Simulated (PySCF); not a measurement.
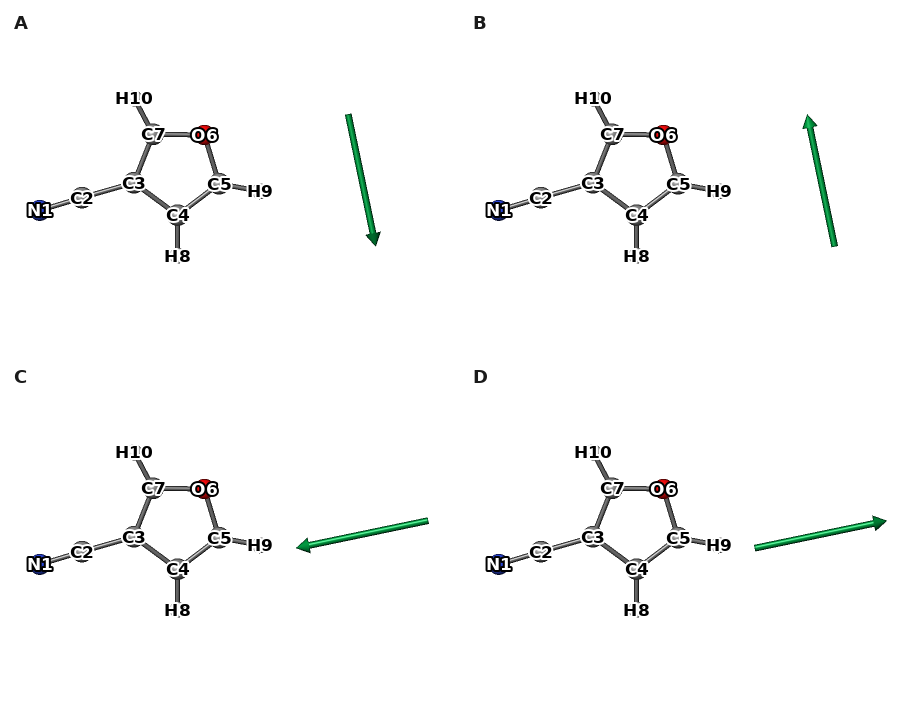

The same molecule four times, each with an arrow. Computed geometry: GFN2-xTB optimisation. No frequency run is at hand to confirm it as a minimum. Level of theory: B3LYP/def2-SVPD, gas phase (PySCF 2.14.0).

Question: Which arrow points along the dipole moment, from the negative to the positive end?

Answer: D. The dipole moment is 4.00 D; it points from the side of N1 to the side of H9 (the outermost atoms at the two ends).
